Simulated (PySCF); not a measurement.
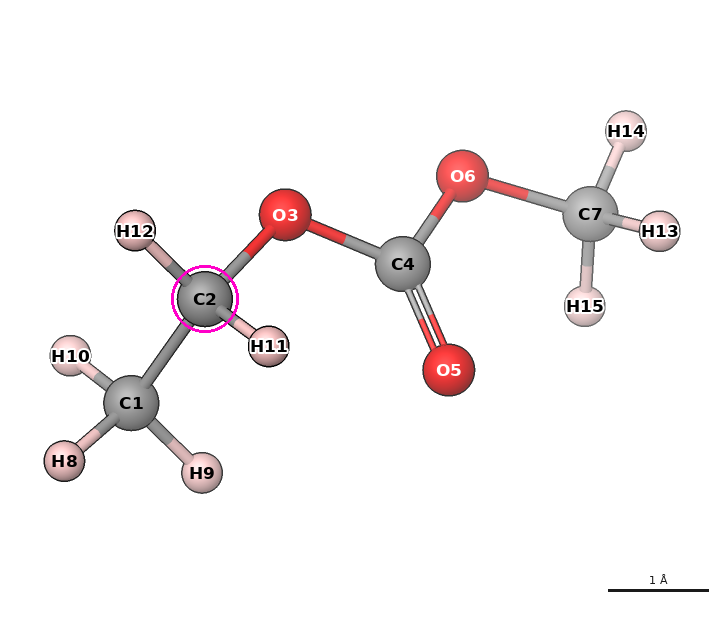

Orthographic view. Depth is shown by fading: the farther an atom, the more it takes the colour of the background. The computed structure is the end point of a PBE0-D3(BJ)/def2-SVP optimisation. No frequency run is at hand to confirm it as a minimum.

Name the neighbours of the circled atom.

Answer. The circled atom is C2; it is bonded to C1, O3, H11, H12.

Of C1 and H10, which is nearer the viewer?

Answer. C1; the bond to H10 points away from the viewer, so it looks shorter than its 1.10 Å.

Which two atoms are farthest apart in space?

Answer. H8 and H14, 7.14 Å.

What is the shortest path along bonds from the circled atom to H13?

Answer. C2–O3–C4–O6–C7–H13, 5 bonds; through space the two are 4.88 Å apart.
